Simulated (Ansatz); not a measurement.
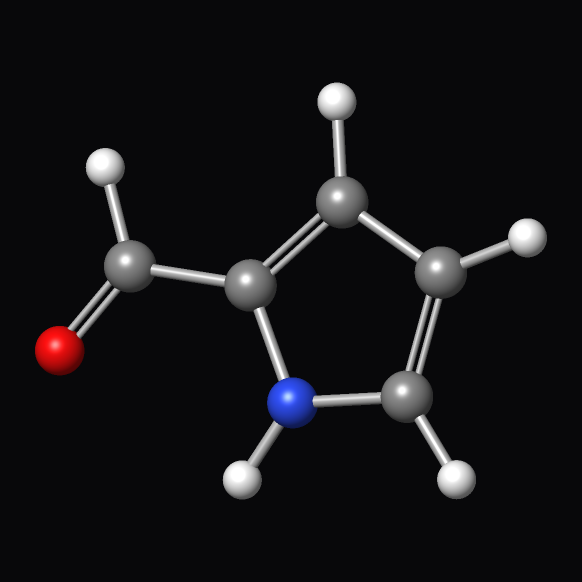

Ball-and-stick drawing of a structure. Colours: oxygen red, carbon grey, nitrogen blue, hydrogen white.

The geometry was computed by an optimisation with PBE0-D4/def2-TZVP.

**Count the atoms of each element.**

C5H5NO, 12 atoms: 5 carbon, 5 hydrogen, 1 nitrogen and 1 oxygen.

**Name functional groups in it.**

Among them: aldehyde.

**What is the point group of this geometry?**

Cs.

**How many bonds of each kind are drawn?**

4 C–C, 4 C–H, 2 C–N, 1 C–O, 1 N–H.

**Describe its rings.**

Independent rings (smallest set): 1 of 5 members, 1 of them aromatic.

The parts below concern this one geometry. Atoms keep their numbers from picture to picture.

Dipole moment

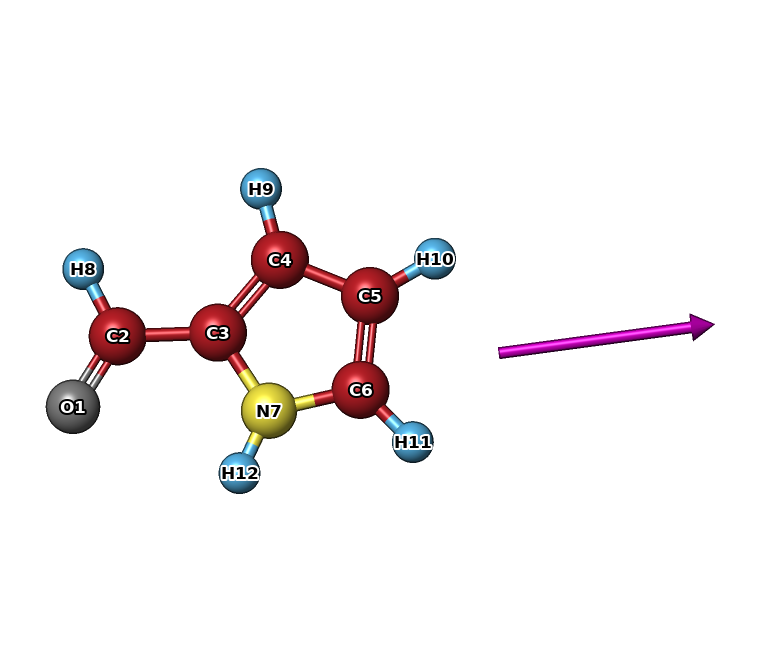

The arrow beside the molecule shows the direction of the dipole moment, from the negative to the positive end (its length means nothing). Method: RKS PBE0-D4/def2-TZVP (Ansatz 0.2.0).

**How large is the dipole moment?**

2.77 D; it points from the side of O1 to the side of H10 (the outermost atoms at the two ends).

Charges

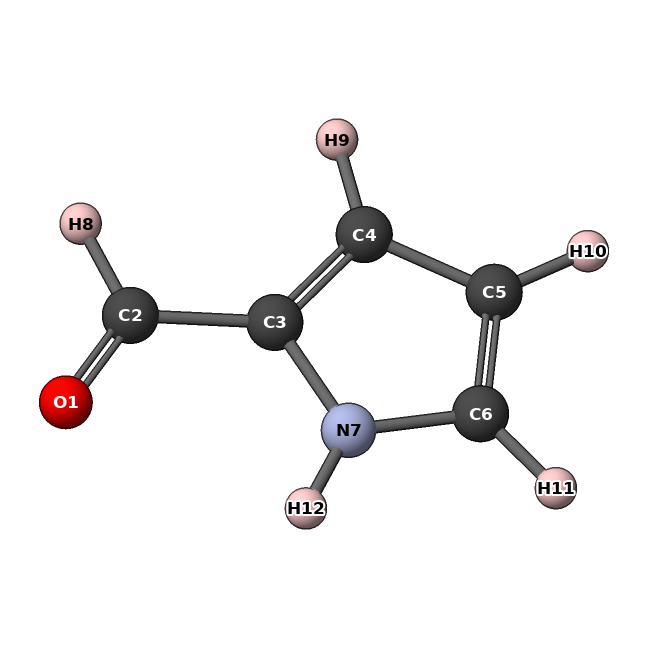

The questions are on Mulliken charges. Method: RKS r2SCAN-D4/def2-TZVPP (Ansatz 0.2.0).

List the Mulliken charges.

```json
{"atom": "O1", "value (e)": "−0.36"}
{"atom": "C2", "value (e)": "0.15"}
{"atom": "C3", "value (e)": "0.09"}
{"atom": "C4", "value (e)": "−0.15"}
{"atom": "C5", "value (e)": "−0.16"}
{"atom": "C6", "value (e)": "−0.01"}
{"atom": "N7", "value (e)": "−0.14"}
{"atom": "H8", "value (e)": "0.04"}
{"atom": "H9", "value (e)": "0.11"}
{"atom": "H10", "value (e)": "0.12"}
{"atom": "H11", "value (e)": "0.13"}
{"atom": "H12", "value (e)": "0.18"}
```

Thermal motion

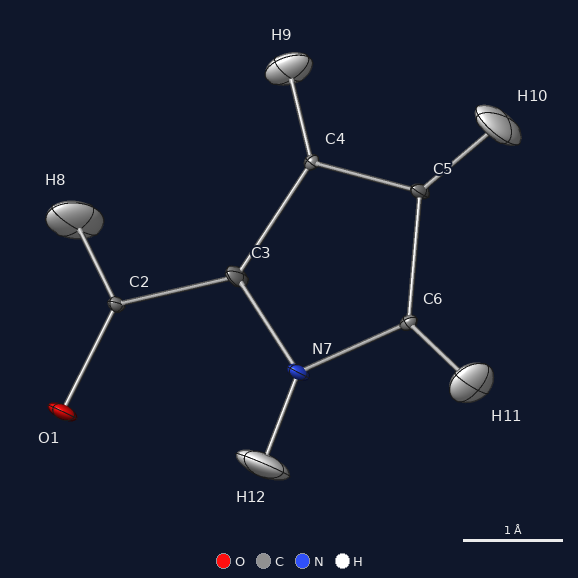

Displacement ellipsoids at the 50 % level, from the internal vibrations of the free molecule (harmonic, no overall translation or rotation; no half-axis is drawn under 0.075 Å). Vibrations computed with RKS PBE0-D4/def2-TZVP (Ansatz 0.2.0). Temperature: 600 K.

List U_eq and the three principal root-mean-square amplitudes for each kind of atom.

```json
{"atom": "O1", "U_eq (Å²)": "0.0081", "rms amplitudes (Å)": "0.035, 0.102, 0.112"}
{"atom": "C2", "U_eq (Å²)": "0.0030", "rms amplitudes (Å)": "0.035, 0.042, 0.077"}
{"atom": "C3", "U_eq (Å²)": "0.0067", "rms amplitudes (Å)": "0.032, 0.069, 0.120"}
{"atom": "C4", "U_eq (Å²)": "0.0023", "rms amplitudes (Å)": "0.035, 0.051, 0.056"}
{"atom": "C5", "U_eq (Å²)": "0.0042", "rms amplitudes (Å)": "0.040, 0.042, 0.096"}
{"atom": "C6", "U_eq (Å²)": "0.0027", "rms amplitudes (Å)": "0.033, 0.056, 0.062"}
{"atom": "N7", "U_eq (Å²)": "0.0054", "rms amplitudes (Å)": "0.035, 0.071, 0.100"}
{"atom": "H8", "U_eq (Å²)": "0.0354", "rms amplitudes (Å)": "0.081, 0.154, 0.276"}
{"atom": "H9", "U_eq (Å²)": "0.0200", "rms amplitudes (Å)": "0.079, 0.160, 0.168"}
{"atom": "H10", "U_eq (Å²)": "0.0293", "rms amplitudes (Å)": "0.080, 0.147, 0.245"}
{"atom": "H11", "U_eq (Å²)": "0.0221", "rms amplitudes (Å)": "0.079, 0.156, 0.189"}
{"atom": "H12", "U_eq (Å²)": "0.0282", "rms amplitudes (Å)": "0.075, 0.173, 0.221"}
```

Mulliken values depend strongly on the basis set and can even reverse the polarity of a bond.
